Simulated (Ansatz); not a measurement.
# Energy landscape of Ba₃Mg

4 relaxations of Ba3Mg ended in 4 distinct structures. Level of theory: r2SCAN (plane waves to 500 eV, PAW, scalar-relativistic; Ansatz, a program for electronic structure).

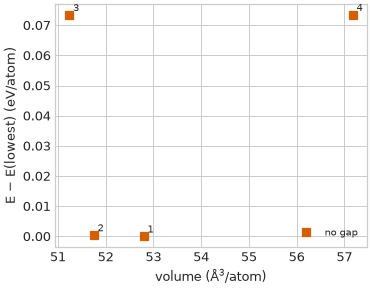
Fig. 1. Energy against volume of the distinct structures, numbered as in the table

```csv
#,space group,Pearson,type,E − E(lowest) (eV/atom),V (Å³/atom),runs ending here
1,Immm,oI8,–,0.00,52.80,1
2,P4/mbm,tP8,–,0.00,51.75,1
3,R-3m,hR4,–,0.07,51.24,1
4,P-3m1,hP8,–,0.07,57.18,1
```

All are gapless at this level. Immm, oI8 is the lowest among the structures calculated here, level within the accuracy with P4/mbm, tP8.

Ba3Mg is modelled in the orthorhombic space group Immm (No. 71), Pearson symbol oI8. Cell: a = 4.6552 Å, b = 6.5950 Å, c = 13.7578 Å, α = β = γ = 90.00°. Ba1 on 4i has 2 Mg at 3.720 Å and 4 Ba at 4.177 Å and 6 Ba at 4.393–4.655 Å. Mg on 2d is surrounded by 4 Ba at 3.720 Å and 4 Ba at 4.036 Å (cubic). Ba2 on 2b has 4 Mg at 4.036 Å and 10 Ba at 4.393–4.655 Å. (Neighbours: up to the widest gap in distance over summed covalent radii, below 1.35, at either atom.)
(The calculation used a cell of 4 atoms; values per cell refer to that cell.)

1 run with a doubtful electronic state, a coarser numerical grid, an end not at rest or a source that can't be used is left out. Each run could gain symmetry but not lose that of its start, so entries can be saddle points. All of these are generated cells (placed on structure types, drawn at random, substituted or restacked) that were not matched to a known phase here. The real structure of this composition may not be among these, and whether this composition forms is not checked here. Static energies at zero pressure. The runs use different k-meshes, so differences are rounded accordingly. No spin polarisation in the result.
